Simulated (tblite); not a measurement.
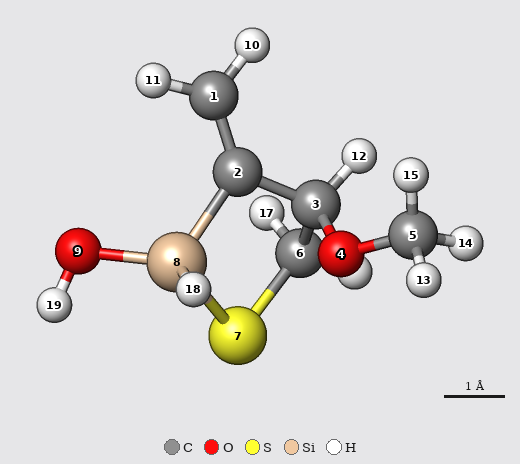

Fig. 1: The starting structure (ball-and-stick view, seen at a tilt; atoms are numbered from 1 in the order of the input).

# Geometry relaxation of C5H10O2SSi (part 1 of 4)

The run: geometry relaxation of C5H10O2SSi. Method and program: GFN2-xTB geometry optimisation, gas phase (tblite 0.8.0).

It belongs to a series of runs on one base structure; here: H on C replaced by OCH3.

## The program's output
```
step      E/eV     max force
  0    -787.13494    2.151
  1    -787.32701    1.415
  2    -787.38464    0.704
  3    -787.42544    0.809
  4    -787.47581    0.372
  5    -787.49049    0.309
  6    -787.50436    0.250
  7    -787.51087    0.214
  8    -787.51723    0.177
  9    -787.52249    0.187
 10    -787.52870    0.201
 11    -787.53548    0.217
 12    -787.54353    0.216
 13    -787.55193    0.194
 14    -787.55964    0.171
 15    -787.56603    0.168
 16    -787.57153    0.172
 17    -787.57639    0.150
 18    -787.58073    0.143
 19    -787.58462    0.160
 20    -787.58825    0.150
 21    -787.59190    0.154
 22    -787.59566    0.134
 23    -787.59935    0.133
 24    -787.60271    0.135
 25    -787.60558    0.133
 26    -787.60814    0.116
 27    -787.61067    0.113
 28    -787.61298    0.119
 29    -787.61356    0.230
 30    -787.61557    0.095
 31    -787.61624    0.070
 32    -787.61709    0.054
 33    -787.61782    0.069
 34    -787.61885    0.082
 35    -787.61952    0.056
 36    -787.62002    0.052
 37    -787.62048    0.057
 38    -787.62105    0.075
 39    -787.62161    0.078
 40    -787.62203    0.048
 41    -787.62231    0.042
 42    -787.62257    0.044
 43    -787.62285    0.051
 44    -787.62309    0.039
 45    -787.62328    0.034
 46    -787.62348    0.047
 47    -787.62378    0.061
 48    -787.62420    0.073
 49    -787.62463    0.061
 50    -787.62496    0.041
 51    -787.62520    0.037
 52    -787.62547    0.051
 53    -787.62587    0.064
 54    -787.62639    0.054
 55    -787.62697    0.054
 56    -787.62758    0.060
 57    -787.62830    0.070
 58    -787.62934    0.093
 59    -787.63073    0.095
 60    -787.63224    0.099
 61    -787.63352    0.077
 62    -787.63449    0.075
 63    -787.63535    0.066
 64    -787.63606    0.061
 65    -787.63650    0.084
 66    -787.63678    0.059
 67    -787.63715    0.044
 68    -787.63762    0.034
 69    -787.63798    0.037
 70    -787.63832    0.032
 71    -787.63866    0.043
 72    -787.63905    0.047
 73    -787.63960    0.059
 74    -787.64018    0.061
 75    -787.64070    0.050
 76    -787.64115    0.055
 77    -787.64193    0.068
 78    -787.64286    0.083
 79    -787.64386    0.087
 80    -787.64490    0.100
 81    -787.64663    0.121
 82    -787.64913    0.132
 83    -787.65492    0.226
 84    -787.65880    0.180
 85    -787.66277    0.223
 86    -787.66603    0.146
 87    -787.67009    0.175
 88    -787.67304    0.141
 89    -787.67382    0.359
 90    -787.67623    0.114
 91    -787.67757    0.087
 92    -787.68037    0.116
 93    -787.68406    0.110
 94    -787.68621    0.128
 95    -787.68748    0.127
 96    -787.68895    0.106
 97    -787.69130    0.091
 98    -787.69293    0.094
 99    -787.69424    0.084
100    -787.69510    0.107
101    -787.69607    0.096
102    -787.69712    0.061
103    -787.69822    0.071
104    -787.69919    0.077
105    -787.70069    0.088
106    -787.70231    0.109
107    -787.70417    0.125
108    -787.70597    0.134
109    -787.70892    0.124
110    -787.71246    0.118
111    -787.71559    0.109
112    -787.71682    0.137
113    -787.71789    0.089
114    -787.71861    0.091
115    -787.71946    0.098
116    -787.72024    0.095
117    -787.72077    0.093
118    -787.72151    0.072
119    -787.72231    0.079
120    -787.72313    0.058
121    -787.72365    0.073
122    -787.72391    0.058
123    -787.72427    0.039
124    -787.72455    0.061
125    -787.72477    0.068
126    -787.72496    0.055
127    -787.72524    0.051
128    -787.72562    0.061
129    -787.72609    0.058
130    -787.72652    0.050
131    -787.72689    0.045
132    -787.72735    0.051
133    -787.72784    0.052
134    -787.72848    0.055
135    -787.72896    0.067
136    -787.72934    0.044
137    -787.72964    0.066
138    -787.73002    0.041
139    -787.73045    0.057
140    -787.73087    0.040
141    -787.73113    0.051
142    -787.73136    0.047
143    -787.73155    0.030
144    -787.73183    0.030
145    -787.73210    0.031
146    -787.73231    0.028
147    -787.73244    0.021
148    -787.73252    0.026
149    -787.73257    0.024
150    -787.73261    0.030
151    -787.73265    0.028
152    -787.73269    0.027
153    -787.73273    0.020
154    -787.73279    0.016
155    -787.73286    0.015
156    -787.73291    0.015
157    -787.73297    0.025
158    -787.73302    0.014
159    -787.73306    0.019
160    -787.73310    0.014
161    -787.73313    0.011
162    -787.73315    0.012
163    -787.73318    0.013
164    -787.73322    0.014
165    -787.73327    0.017
166    -787.73332    0.016
167    -787.73338    0.015
168    -787.73343    0.017
169    -787.73347    0.016
170    -787.73350    0.016
171    -787.73352    0.013
172    -787.73354    0.010
173    -787.73355    0.009
```

## Trajectory as extended XYZ (Å, eV, eV/Å), 42 of the 174 frames kept, from step=0 to step=173
```
19
Properties=species:S:1:pos:R:3:forces:R:3 step=0 energy=-787.13494
C     1.1413   -0.3080    1.9552   -0.3110   0.2130  -0.6630
C     0.6818   -0.0898    0.7134    1.3750  -0.0210   1.5710
C    -0.5558   -0.5966    0.0779   -0.2710  -1.2440   0.8830
O    -1.2163    0.5329   -0.4097   -0.0080   0.1630  -0.5740
C    -2.4858    0.7387    0.0669   -1.5760   1.1390  -0.4830
C    -0.1098   -1.5083   -1.0713    0.5060   0.5130   0.8500
S     0.7104   -0.3326   -2.2181    0.2810  -0.3590  -0.1690
Si    1.5089    0.9208   -0.6171    1.0680  -0.5010  -0.1630
O     3.2000    0.8640   -0.5527   -1.4030   0.7380  -1.4540
H     0.6074   -0.9031    2.6942    0.0970   0.1050  -0.2620
H     2.0832    0.1352    2.2880   -0.4840  -0.2250  -0.2200
H    -1.1713   -1.1956    0.7903    0.0500   0.3470  -0.2540
H    -2.8615    1.6877   -0.4190    0.4910  -0.6880   0.5160
H    -3.2286   -0.0295   -0.2599    0.5610   0.0830   0.4780
H    -2.4739    0.8922    1.1557   -0.2780  -0.2190  -0.1070
H    -0.9318   -2.0572   -1.5032   -0.0980   0.1550  -0.4910
H     0.6063   -2.2185   -0.6232   -0.0630   0.1510  -0.5320
H     0.9537    2.2538   -0.6643    0.0950   0.2200  -0.1620
H     3.5321    1.2233   -1.4107   -0.0300  -0.5720   1.2380
19
Properties=species:S:1:pos:R:3:forces:R:3 step=4 energy=-787.47581
C     1.1393   -0.3036    1.9668    0.1170  -0.0160   0.1820
C     0.7244   -0.0917    0.7389   -0.3040   0.0670  -0.1590
C    -0.5442   -0.6060    0.1241   -0.2970  -0.2230  -0.0190
O    -1.2352    0.5160   -0.4228    0.2260   0.0070   0.0350
C    -2.5194    0.7649    0.0611   -0.0200   0.0670  -0.1230
C    -0.1014   -1.4869   -1.0362    0.2300   0.0340   0.0050
S     0.7410   -0.3687   -2.2196    0.1040  -0.2000  -0.0740
Si    1.4978    0.8971   -0.6409   -0.1640   0.0580  -0.1950
O     3.1183    0.8932   -0.5978    0.0710   0.0470  -0.0200
H     0.6047   -0.9029    2.6827   -0.1110  -0.0630   0.0670
H     2.0678    0.1252    2.2852    0.1830   0.0170   0.1720
H    -1.1898   -1.1852    0.8009    0.0910   0.1330   0.0860
H    -2.8479    1.6953   -0.4068    0.0480  -0.0680   0.0640
H    -3.2039   -0.0360   -0.2248   -0.1620  -0.1130   0.0450
H    -2.5080    0.8783    1.1433   -0.1250   0.0530   0.2490
H    -0.9118   -2.0153   -1.5335   -0.0550   0.2360  -0.1120
H     0.6182   -2.2189   -0.6669    0.0490  -0.0520  -0.1150
H     0.9728    2.2497   -0.6813   -0.0320   0.0790  -0.1430
H     3.5676    1.2045   -1.3798    0.1540  -0.0640   0.0560
19
Properties=species:S:1:pos:R:3:forces:R:3 step=8 energy=-787.51723
C     1.1443   -0.3020    1.9742   -0.0460   0.0240  -0.0800
C     0.7106   -0.0831    0.7455    0.1530   0.0560   0.0190
C    -0.5522   -0.6177    0.1293    0.1370   0.1050   0.0300
O    -1.2322    0.5125   -0.4139   -0.1010  -0.0350   0.0850
C    -2.5231    0.7627    0.0650   -0.0210  -0.0630   0.1030
C    -0.0864   -1.4858   -1.0354   -0.0660  -0.0180  -0.0470
S     0.7695   -0.4047   -2.2330    0.0980   0.0410   0.0090
Si    1.4751    0.8981   -0.6660    0.0460   0.0650   0.0670
O     3.0991    0.9064   -0.6072    0.0040  -0.0070   0.0960
H     0.5943   -0.9065    2.6846    0.0510   0.0480  -0.0420
H     2.0802    0.1203    2.3073   -0.1090  -0.0610   0.0100
H    -1.1928   -1.1742    0.8239    0.0450  -0.0390  -0.0250
H    -2.8408    1.6952   -0.4004   -0.0170  -0.0620  -0.0020
H    -3.2143   -0.0451   -0.2088   -0.0080   0.0550  -0.0100
H    -2.5346    0.8817    1.1564    0.0110   0.0180  -0.0230
H    -0.9089   -1.9667   -1.5570   -0.0700  -0.0010  -0.0500
H     0.6297   -2.2324   -0.6927   -0.0750  -0.0760   0.0090
H     0.9710    2.2609   -0.7129   -0.0710  -0.0040  -0.1620
H     3.6017    1.1898   -1.3661    0.0360  -0.0460   0.0120
19
Properties=species:S:1:pos:R:3:forces:R:3 step=13 energy=-787.55193
C     1.1420   -0.2916    1.9672    0.0690  -0.0030   0.0710
C     0.7352   -0.0562    0.7351   -0.1190  -0.0810  -0.0160
C    -0.5262   -0.6106    0.1333   -0.1150  -0.0910  -0.1020
O    -1.2463    0.5038   -0.3803    0.0690   0.1120  -0.1230
C    -2.5382    0.7445    0.0974   -0.0020   0.0650  -0.0810
C    -0.0906   -1.4822   -1.0506    0.0270   0.0770   0.0080
S     0.8366   -0.4233   -2.2275   -0.0470  -0.0390   0.0720
Si    1.4825    0.9312   -0.6758    0.0670  -0.0650  -0.0230
O     3.1032    0.9250   -0.5758    0.0540   0.1070   0.0390
H     0.5913   -0.8993    2.6692   -0.1120  -0.0680  -0.0710
H     2.0673    0.1030    2.3404    0.1270   0.1460  -0.0140
H    -1.1525   -1.1797    0.8318    0.1100  -0.0750   0.0330
H    -2.8450    1.6673   -0.3922   -0.0530   0.0610   0.0370
H    -3.2399   -0.0453   -0.1935    0.0360  -0.1010   0.1080
H    -2.5572    0.8909    1.1832   -0.0080  -0.0830   0.0100
H    -0.9338   -1.9127   -1.5937    0.0600   0.0890   0.0730
H     0.5874   -2.2733   -0.7178   -0.1550   0.0470  -0.0180
H     0.9331    2.2706   -0.8251    0.0160  -0.0510  -0.0700
H     3.6414    1.1470   -1.3329   -0.0260  -0.0480   0.0670
19
Properties=species:S:1:pos:R:3:forces:R:3 step=17 energy=-787.57639
C     1.1488   -0.2827    1.9663   -0.0360  -0.0070  -0.0730
C     0.7438   -0.0486    0.7296   -0.0100   0.0980   0.0310
C    -0.5195   -0.6062    0.1276    0.0350   0.0720   0.0600
O    -1.2523    0.5105   -0.3739   -0.0240  -0.0310   0.0640
C    -2.5478    0.7400    0.1099    0.0230  -0.0420   0.0270
C    -0.0953   -1.4633   -1.0604   -0.0410  -0.0490  -0.0200
S     0.8855   -0.4446   -2.2118    0.0430  -0.0100  -0.1130
Si    1.4953    0.9423   -0.6814   -0.0070  -0.0490   0.0410
O     3.1120    0.9658   -0.5361    0.0070   0.0920   0.0620
H     0.5710   -0.9051    2.6385    0.0720   0.0230  -0.0170
H     2.0716    0.1187    2.3563   -0.1060   0.0180  -0.0840
H    -1.1027   -1.2012    0.8410   -0.0850   0.0310  -0.0290
H    -2.8644    1.6621   -0.3773   -0.0600  -0.0280   0.0500
H    -3.2440   -0.0657   -0.1568    0.0830  -0.0210  -0.0210
H    -2.5737    0.8777    1.1989    0.0910  -0.0090  -0.0380
H    -0.9461   -1.8507   -1.6133   -0.1260   0.0540  -0.0600
H     0.5230   -2.2993   -0.7389    0.0490  -0.0280   0.0800
H     0.9127    2.2567   -0.9300    0.0820  -0.1010   0.0290
H     3.6720    1.1029   -1.2957    0.0100  -0.0160   0.0110
19
Properties=species:S:1:pos:R:3:forces:R:3 step=21 energy=-787.59190
C     1.1469   -0.2784    1.9558   -0.0270   0.0390   0.0270
C     0.7378   -0.0297    0.7268   -0.0060  -0.0850  -0.0820
C    -0.5166   -0.5976    0.1273   -0.0530  -0.0420  -0.0860
O    -1.2543    0.5163   -0.3667    0.0200   0.0560  -0.0730
C    -2.5483    0.7314    0.1194   -0.0010  -0.0230   0.0400
C    -0.1056   -1.4594   -1.0688   -0.0070   0.0340   0.0100
S     0.9157   -0.4622   -2.2186    0.0130  -0.0810   0.1300
Si    1.5091    0.9330   -0.6819    0.0440  -0.0010  -0.1000
O     3.1213    1.0131   -0.5013    0.0150   0.0100  -0.0470
H     0.5730   -0.9079    2.6194    0.0320  -0.0220   0.0690
H     2.0578    0.1393    2.3446    0.0300   0.0260   0.0070
H    -1.0942   -1.2044    0.8384   -0.0670   0.0920  -0.0410
H    -2.8905    1.6517   -0.3559   -0.0040  -0.0760   0.0150
H    -3.2266   -0.0881   -0.1411   -0.0120  -0.0430  -0.0340
H    -2.5591    0.8659    1.2050    0.0270   0.0040   0.1020
H    -0.9752   -1.8031   -1.6302    0.0640   0.0130   0.0340
H     0.4904   -2.3121   -0.7341   -0.0770   0.0540  -0.0640
H     0.9220    2.2269   -0.9770    0.0070   0.0570   0.0210
H     3.6867    1.0746   -1.2685    0.0010  -0.0100   0.0720
19
Properties=species:S:1:pos:R:3:forces:R:3 step=25 energy=-787.60558
C     1.1385   -0.2619    1.9461    0.0420  -0.0170  -0.0150
C     0.7402   -0.0232    0.7096    0.0040   0.0060   0.0500
C    -0.5172   -0.5869    0.1146    0.0010   0.0630   0.0040
O    -1.2609    0.5295   -0.3658   -0.0230   0.0210   0.0080
C    -2.5514    0.7115    0.1467    0.0040  -0.0010  -0.0180
C    -0.1206   -1.4459   -1.0791   -0.0060  -0.0190  -0.0480
S     0.9763   -0.5118   -2.2014    0.0760  -0.0070  -0.0580
Si    1.5263    0.9313   -0.7037   -0.0420   0.0460   0.1170
O     3.1267    1.0724   -0.4700    0.0010  -0.0490  -0.0530
H     0.5821   -0.9113    2.6095    0.0050   0.0730  -0.0040
H     2.0451    0.1636    2.3401    0.0120   0.0150  -0.0220
H    -1.0972   -1.1852    0.8296   -0.0380   0.0330  -0.0290
H    -2.9222    1.6199   -0.3255   -0.0350   0.0070   0.0160
H    -3.2120   -0.1235   -0.1197    0.0200   0.0020   0.0840
H    -2.5462    0.8510    1.2361    0.0100  -0.0720  -0.0610
H    -0.9968   -1.7309   -1.6561   -0.0170  -0.0730  -0.0490
H     0.4281   -2.3285   -0.7539   -0.0650  -0.0660   0.0180
H     0.9290    2.2085   -1.0513    0.0010   0.0320   0.0360
H     3.7225    1.0306   -1.2133    0.0490   0.0080   0.0230
19
Properties=species:S:1:pos:R:3:forces:R:3 step=30 energy=-787.61557
C     1.1428   -0.2525    1.9366   -0.0150   0.0310   0.0060
C     0.7371   -0.0165    0.7026   -0.0240   0.0220  -0.0140
C    -0.5209   -0.5703    0.0981   -0.0150  -0.0320  -0.0190
O    -1.2657    0.5493   -0.3714   -0.0040   0.0040  -0.0370
C    -2.5519    0.6978    0.1602   -0.0150  -0.0040   0.0150
C    -0.1349   -1.4400   -1.0971   -0.0040   0.0020   0.0230
S     1.0364   -0.5488   -2.1875   -0.0300  -0.0110   0.0530
Si    1.5344    0.9363   -0.7011    0.0340  -0.0310  -0.0810
O     3.1303    1.1016   -0.4607   -0.0160  -0.0240   0.0900
H     0.5914   -0.8941    2.6091   -0.0150   0.0240   0.0160
H     2.0435    0.1903    2.3244    0.0360  -0.0150  -0.0190
H    -1.1167   -1.1573    0.8082    0.0250  -0.0510   0.0100
H    -2.9611    1.5973   -0.2963   -0.0180   0.0020   0.0190
H    -3.1939   -0.1565   -0.0846   -0.0070  -0.0180  -0.0200
H    -2.5260    0.8192    1.2493    0.0010   0.0270   0.0210
H    -1.0127   -1.7005   -1.6881    0.0450   0.0540  -0.0460
H     0.3585   -2.3518   -0.7615    0.0060  -0.0120   0.0160
H     0.9392    2.2037   -1.0809   -0.0240   0.0410   0.0350
H     3.7603    1.0022   -1.1670    0.0410  -0.0120  -0.0670
19
Properties=species:S:1:pos:R:3:forces:R:3 step=34 energy=-787.61885
C     1.1415   -0.2450    1.9341   -0.0100   0.0210  -0.0170
C     0.7330   -0.0101    0.6998    0.0180  -0.0260  -0.0100
C    -0.5239   -0.5703    0.0948   -0.0020   0.0340   0.0230
O    -1.2699    0.5494   -0.3772   -0.0490  -0.0420   0.0090
C    -2.5543    0.6956    0.1625   -0.0100  -0.0080   0.0060
C    -0.1362   -1.4421   -1.0963    0.0190   0.0080  -0.0110
S     1.0411   -0.5550   -2.1796    0.0300  -0.0230  -0.0600
Si    1.5387    0.9365   -0.7083   -0.0080   0.0170   0.0800
O     3.1350    1.0918   -0.4556    0.0310  -0.0310  -0.0520
H     0.5901   -0.8810    2.6137   -0.0030   0.0390  -0.0210
H     2.0506    0.1890    2.3158   -0.0130  -0.0040  -0.0330
H    -1.1165   -1.1619    0.8048    0.0160  -0.0060   0.0080
H    -2.9710    1.5949   -0.2886    0.0010  -0.0160   0.0070
H    -3.1930   -0.1625   -0.0821   -0.0010   0.0190   0.0100
H    -2.5220    0.8186    1.2523    0.0000   0.0010  -0.0130
H    -1.0053   -1.6915   -1.7043    0.0110   0.0250   0.0120
H     0.3491   -2.3582   -0.7576   -0.0080   0.0160  -0.0040
H     0.9373    2.2110   -1.0694    0.0260  -0.0300   0.0210
H     3.7659    1.0000   -1.1663   -0.0470   0.0060   0.0450
```
